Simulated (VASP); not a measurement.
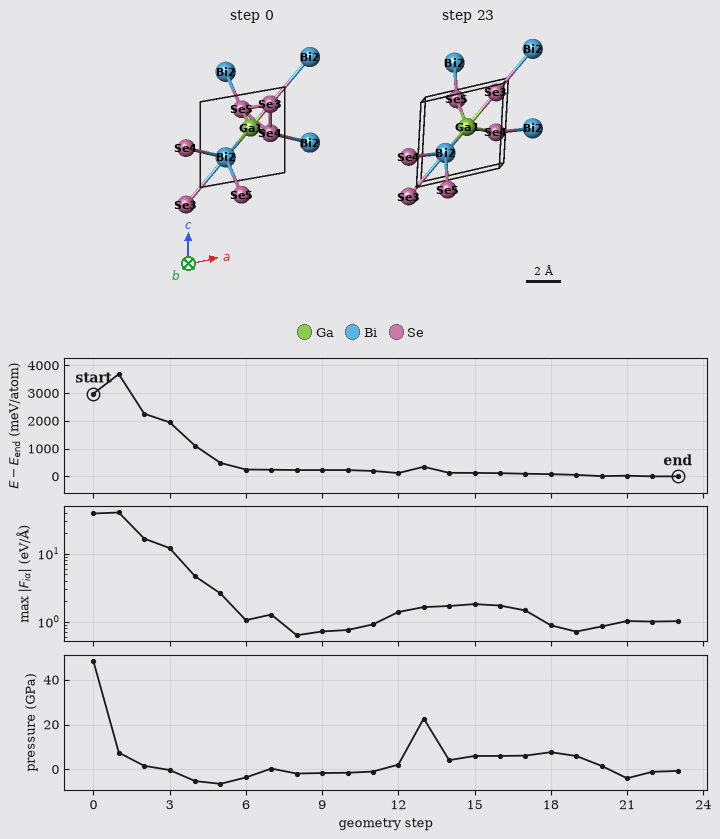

First and last geometry of a relaxation of solid GaBiSe$_{3}$ (a generated structure, set up in R3m), with the history of the run. The picture is a ball-and-stick view of the cell of the calculation, seen along the b axis.

The run lets cell and atoms move.

All numbers below come from Kohn-Sham DFT of a periodic cell, PBE, VASP PAW PBE potentials, recommended in VASP.

The input:
```
PREC = Normal
ENCUT = 520
EDIFF = 1E-4
ISMEAR = 0
SIGMA = 0.15
LREAL = F
LASPH = T
NELM = 60
ALGO = Fast
ISIF = 3
LWAVE = F
LCHARG = F
GGA = PE
IBRION = 2
NSW = 24
EDIFFG = -0.08
```

Launched with:
```bash
cat potpaw_PBE.64/Ga_d/POTCAR potpaw_PBE.64/Bi_d/POTCAR potpaw_PBE.64/Se/POTCAR > POTCAR
mpirun -np 1 vasp_std > vasp.out
```

Question: Read the history and describe the run.

Answer: The relaxation stopped without meeting its thresholds, so the last structure isn't shown to be converged. After 23 geometry steps the energy has fallen by 2983 meV per atom. Largest force component: 39 eV/Å at the start, 1 eV/Å at the end. The pressure goes from 48.34 to −0.76 GPa. The largest moves relative to the cell, 0.58 Å, are those of Se3, Se4 and Se5. Se3 goes along [2 −3 2]. Largest moves by element: Se 0.58 Å, Ga 0.50 Å, Bi 0.19 Å. Cell: a = b = c 5.223 → 5.267 Å (+0.8 %), α 77.9° → 70.8°, β 77.9° → 70.8°, γ 77.9° → 70.8°. Volume −5.9 %. Near-neighbour distances that change, for instance: Se3–Se4 4.333 → 3.039 Å, Ga1–Se3 1.834 → 2.690 Å, Se3–Se4 (another image) 2.235 → 3.062 Å, Ga1–Bi2 3.186 → 2.784 Å. Bonds break, among them: Se3–Se4 (2.24 → 3.06 Å), Se3–Se5 (2.24 → 3.06 Å), Se4–Se5 (2.24 → 3.06 Å). Bond angles that change, for instance: Se3–Ga1–Se4 75.1° → 69.4°, Bi2–Ga1–Se3 135.3° → 138.9°. The space group stays R3m (No. 160). At step 1 the optimiser overshot: the energy rose above the start, and later steps came back.
